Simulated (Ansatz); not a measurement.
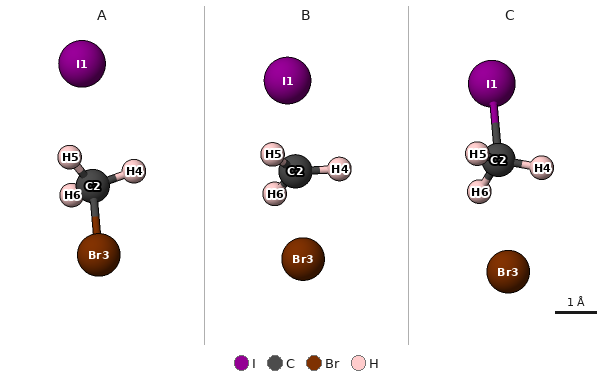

Three geometries of CH3BrI (charge −1): a saddle point and the two minima that it joins, in shuffled order. Style: ball-and-stick. Shown from a free direction. Sticks join atoms that are closer than about 1.2 times the sum of their covalent radii (a little more with hydrogen).

Stationary points at PBE0-D4/def2-TZVPD, single-point energies with CCSD(T)/CBS, B3LYP-D4, RPA@PBE, CCSD(T) (def2-TZVPPD where no basis is named; Ansatz 0.2.0). The energies are electronic, without zero-point or thermal terms, and both ends are the minima reached downhill from the saddle, with any fragments still in contact. CCSD(T)/CBS stands for a frozen-core estimate: MP2 correlation extrapolated from def2-TZVPPD and def2-QZVPPD, CCSD(T) minus MP2 from the smaller set. Elements past krypton carry the basis set's effective core potentials.

> Identify the saddle point and describe the reaction.

Frame B is the saddle point. Counted by bonded pieces, C holds Br + CH₃I and A holds CH₃Br + I. From C over the saddle to A, a bond forms: C2–Br3 (3.20 → 2.51 → 1.97 Å). A bond breaks: I1–C2 (2.18 → 2.60 → 3.50 Å). The saddle has one imaginary mode, 336i cm⁻¹. With CCSD(T)/CBS the barrier is 8.2 kcal/mol from C and 12.3 kcal/mol from A, and A lies 4.1 kcal/mol below C.

```
      level  barrier from C (kcal/mol)  barrier from A (kcal/mol)  A less C (kcal/mol)
CCSD(T)/CBS                        8.2                       12.3                 −4.1
   B3LYP-D4                        4.0                        8.1                 −4.1
    RPA@PBE                        5.9                       10.4                 −4.5
    CCSD(T)                        8.3                       13.1                 −4.7
```

Against CCSD(T)/CBS, CCSD(T) comes closest on the barrier from C (+0.2 kcal/mol) and B3LYP-D4 misses most (−4.2 kcal/mol).

Limits of the set-up: the start holds two separate molecules, 3.1 Å apart at their closest, whose relative position is a soft coordinate.
